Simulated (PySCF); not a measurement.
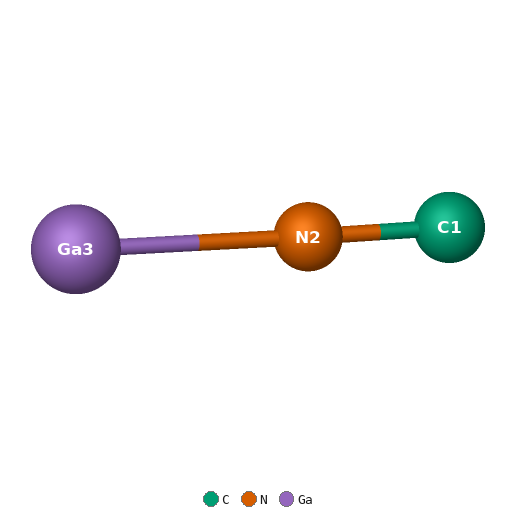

The geometry was computed by an optimisation with GFN2-xTB. No frequency run is at hand to confirm it as a minimum. Method: delta-SCF UKS SCAN, pcX-2 on the ionised atom, pcseg-1 elsewhere, spin-free X2C (PySCF 2.14.0).

Give the core-electron binding energies (to vacuum) of C1 1s, N2 1s.

| atom | level | binding energy (eV) |
| --- | --- | --- |
| C1 | 1s | 291.8 |
| N2 | 1s | 404.8 |

The geometry is semi-empirical. Around Ga such bond lengths and angles can be off by a tenth of an ångström or more and by several degrees, and values that hang on the shape move with them.
